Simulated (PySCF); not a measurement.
# C6H9NOSi (SMILES N#C/C=C/C(=O)CC[SiH3]): what the fields show

```yaml
atoms:
  - { symbol: N, position_ang: [4.8489, 1.6396, 1.2424] }
  - { symbol: C, position_ang: [3.9446, 1.1269, 0.7580] }
  - { symbol: C, position_ang: [2.8385, 0.4991, 0.1603] }
  - { symbol: C, position_ang: [1.6509, 0.3664, 0.7626] }
  - { symbol: C, position_ang: [0.5246, -0.2992, 0.0640] }
  - { symbol: O, position_ang: [0.6595, -0.8072, -1.0254] }
  - { symbol: C, position_ang: [-0.7751, -0.2874, 0.8252] }
  - { symbol: C, position_ang: [-1.9132, -0.9423, 0.0539] }
  - { symbol: Si, position_ang: [-2.4415, 0.0317, -1.4991] }
  - { symbol: H, position_ang: [2.9805, 0.1137, -0.8430] }
  - { symbol: H, position_ang: [1.4773, 0.7434, 1.7603] }
  - { symbol: H, position_ang: [-1.0150, 0.7522, 1.0678] }
  - { symbol: H, position_ang: [-0.5972, -0.8021, 1.7770] }
  - { symbol: H, position_ang: [-2.7703, -1.0499, 0.7212] }
  - { symbol: H, position_ang: [-1.6060, -1.9497, -0.2302] }
  - { symbol: H, position_ang: [-3.5776, -0.6741, -2.0937] }
  - { symbol: H, position_ang: [-2.8720, 1.3614, -1.0435] }
  - { symbol: H, position_ang: [-1.3657, 0.1839, -2.4694] }
```

Geometry: GFN2-xTB.

Level of theory: PBE0/pcSseg-1, SCF density, gas phase, non-relativistic in PySCF 2.14.0.

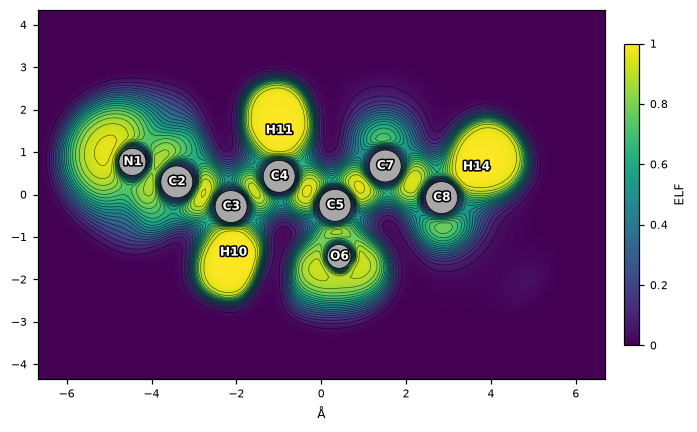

Figure 1. Electron localisation function on the plane of atoms C5, C4 and H11. Grey discs cover the atomic cores.

**Describe what can be read from this map.**

- Atoms in the plane: N, C, O and H.
- C–N (1.15 Å): the ELF peaks at about 0.85 between the atoms: a short, multiple covalent bond.
- C–O (1.21 Å): the ELF peaks at about 0.85 between the atoms; a short, multiple covalent bond.
- C–C (1.34 Å): the ELF peaks at about 0.95 between the atoms (a short, multiple covalent bond).
- C–H (1.08 Å): the ELF climbs to about 1 towards the hydrogen, as it does in any bond to H (an ordinary covalent bond to hydrogen).
- C–C (1.41 Å): the ELF peaks at about 0.95 between the atoms (a covalent bond).
- The ELF also peaks beside O6 and N1, away from the bonds: lone-pair regions.

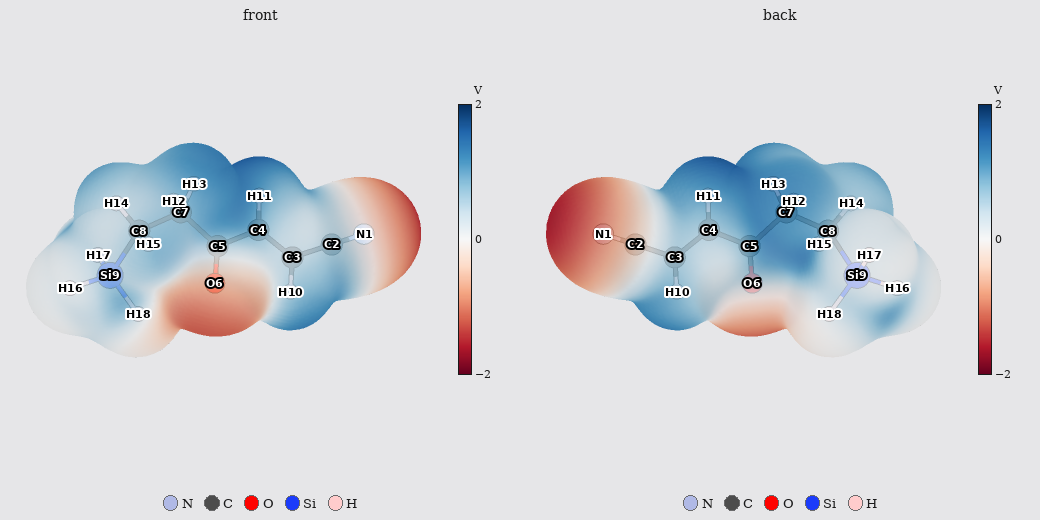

Figure 2. The electrostatic potential painted on the density surface at 0.002 e/bohr³, seen from the front and from behind; red is negative and blue positive.

**Describe the electrostatic potential map.**

The most negative region (about −1.6 V, or −37 kcal/mol for a unit charge) lies over N1, the most positive (about +1.6 V, or +37 kcal/mol for a unit charge) over H11. N1 is the likeliest acceptor of a hydrogen bond.

**What dipole moment does the calculation give?**

Its dipole moment is 3.40 D.
